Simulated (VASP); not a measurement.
Energy against volume of KF (rock salt). Method: PBE GGA with D3 dispersion (Becke-Johnson damping), VASP's PBE PAW potentials (set 64) (plane waves; VASP 6.6.1).

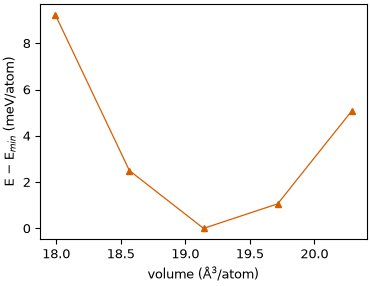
Figure. Energy against volume

**Question.** Estimate the equilibrium volume and the bulk modulus.

**Answer.** The minimum lies near 19.2 Å³/atom, and the curvature gives B0 of about 32 GPa.

The compound is KF in the rock salt structure. It was relaxed first.
